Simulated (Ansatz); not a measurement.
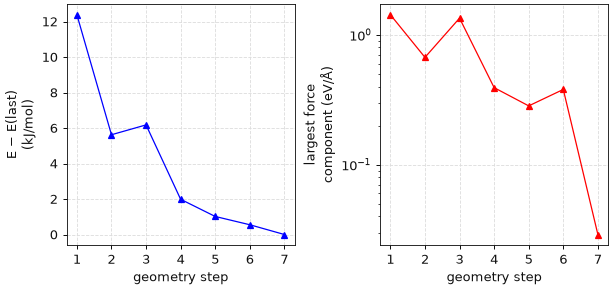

History of a geometry optimisation.

The run: H5O3 (charge +1), by Ansatz, RKS PBE-D4/def2-SVP.

### How did it end, and what did it gain?

The optimisation met its thresholds at geometry 7, counting the start as the first. The energy fell by about 12 kJ/mol from the first step to the last, with a rise at step 3. The largest force component goes from about 1.4 eV/Å at the start to 0.029 eV/Å at the end.

### By which step was nine tenths of the energy gained?

By step 5 of 7.
